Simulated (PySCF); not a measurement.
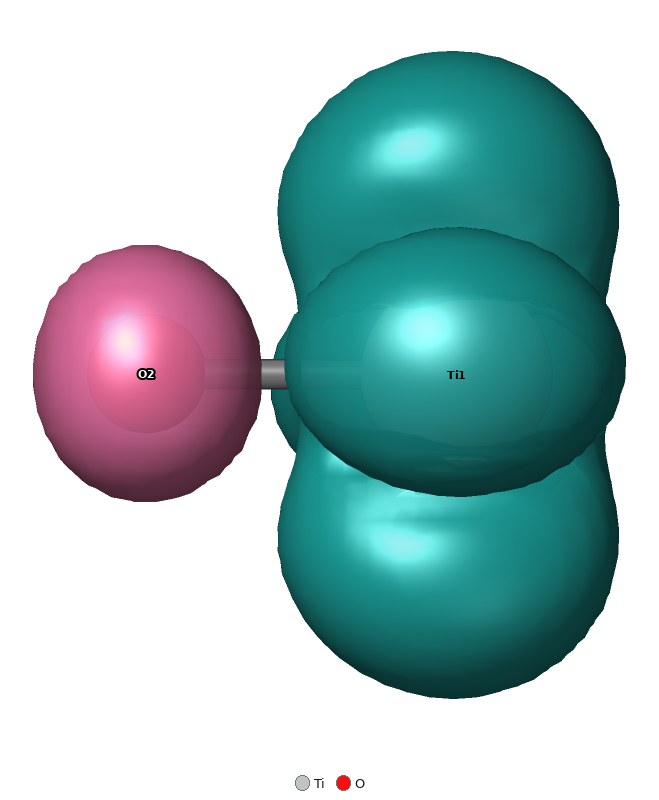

Figure 1: TiO (charge −1, doublet). Isosurfaces of the spin density at +0.02 (teal) and −0.02 e/Å³ (pink), seen from one side.

These are results of PBE0/def2-TZVPPD, non-relativistic Hamiltonian with scalar-relativistic core potentials where named, at a bond length of 1.630 Å (PySCF), not measurements.

```xyz
2

Ti    0.0000    0.0000   -0.4077
O     0.0000    0.0000    1.2223
```

Which atoms carry the spin?

Answer. The unpaired spin (1 electron) lies mostly on Ti1 (about 1.1), in electrons by Hirshfeld's partition, with opposite, polarisation-induced spin on O2.
